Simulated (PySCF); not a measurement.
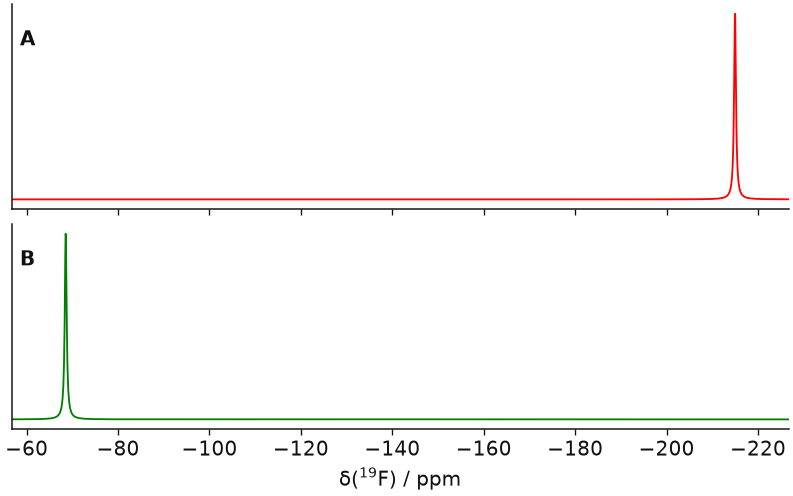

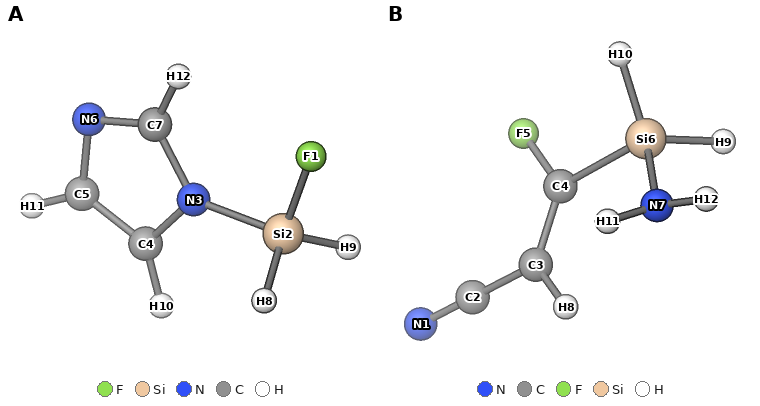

Related molecules: A is C₃H₅FN₂Si, SMILES F[SiH2]n1ccnc1; B is C₃H₅FN₂Si, SMILES N#C/C=C(\F)[SiH2]N. GIAO ¹⁹F shifts against CFCl₃ (¹⁹F: this reference is a hard case for the method, so all values can be off together by tens of ppm, and differences between signals are safer), PBE0/pcSseg-1 with PySCF 2.14.0, at a GFN2-xTB geometry (no frequency check); fully decoupled, line heights follow the number of nuclei within a panel, widths are arbitrary (no quadrupolar broadening); values of one conformer, averaged over nuclei that symmetry, rotation about single bonds or inversion at nitrogen exchange, these motions taken as fast; other conformers aren't averaged in.

**How does the ¹⁹F shift respond?**

From A (−215.0 ppm) to B (−68.6 ppm) the nucleus is deshielded by 146.4 ppm.

Caveats, for all or some of the runs: the tight-binding geometry is rougher than a DFT one and adds to the error.
